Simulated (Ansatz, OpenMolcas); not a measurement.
# C2H6Al (SMILES [CH3][Al][CH3]): methods side by side

C2H6Al has 9 atoms, charge 0, and is taken as a doublet. As SMILES, `[CH3][Al][CH3]`. The coordinates come from a PBE0-D4/def2-TZVP relaxation.

Quantity: the electronic atomisation energy, in eV. The values are calculated. Electronic energies at fixed atoms, without zero-point motion or spin-orbit coupling.

| level | kind | program | value (eV) | less CCSD(T)/def2-SVPD | CPU time (all runs) |
| --- | --- | --- | --- | --- | --- |
| UHF/def2-SVPD | Hartree–Fock | OpenMolcas | 24.76 | -5.86 | 37 s |
| USVWN5/def2-SVPD | LDA | OpenMolcas | 35.90 | +5.28 | 73 s |
| UPBE/def2-SVPD | GGA | OpenMolcas | 32.29 | +1.67 | 1.8 min |
| U-r2SCAN/def2-SVPD | meta-GGA | OpenMolcas | 32.20 | +1.58 | 2.2 min |
| UTPSS/def2-SVPD | meta-GGA | OpenMolcas | 32.32 | +1.70 | 2 min |
| UBHLYP/def2-SVPD | global hybrid | Ansatz | 31.33 | +0.71 | 14 s |
| UPBE0/def2-SVPD | global hybrid | Ansatz | 32.07 | +1.45 | 15 s |
| UCAM-B3LYP/def2-SVPD | range-separated hybrid | Ansatz | 32.03 | +1.41 | 17 s |
| UMP2/def2-SVPD | perturbation theory | Ansatz | 30.80 | +0.18 | 4.7 s |
| UCCSD(T)/def2-SVPD | coupled cluster or CI | Ansatz | 30.62 | 0.00 | 85 s |

UCCSD(T)/def2-SVPD is the highest level here, not the true value. Correlated wave functions underbind in double-zeta sets. The values span 24.76 to 35.90 eV. CPU times are rough (shared hosts, several kinds of processor and program).

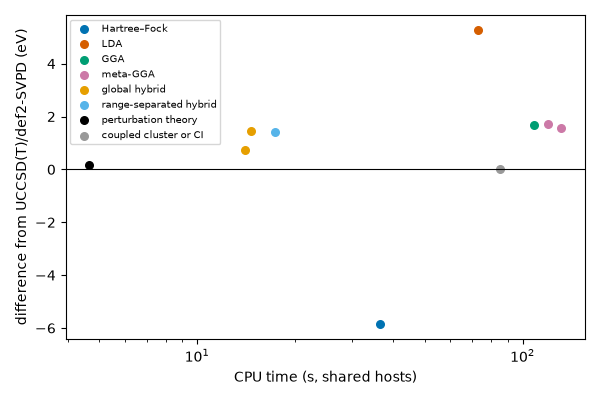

Difference from UCCSD(T)/def2-SVPD against processor time, one point a level.
